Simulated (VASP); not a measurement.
Band structure of HfO$_{2}$ (space group P4_2/mnm). Computed with r2SCAN meta-GGA, VASP's PBE PAW potentials (set 64) (plane waves; VASP).

Unless said otherwise, spin-orbit coupling is left out, though it shifts the bands of the heavy elements here.

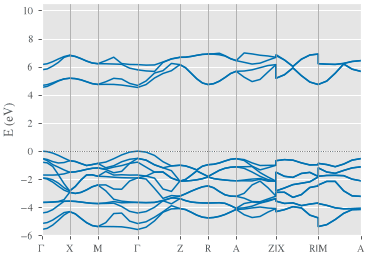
Figure. Bands along high-symmetry lines, zero at the valence-band maximum or, without a gap, the Fermi level

### Question
Read the plot: is there a gap, and where are the band edges?

### Answer
The gap is direct, 4.53 eV, from the valence maximum at Γ to the conduction minimum at Γ.

The structure comes from a computed database's HfO2 entry (P4_2/mnm); how it stands against other phases isn't given here. It was relaxed first.
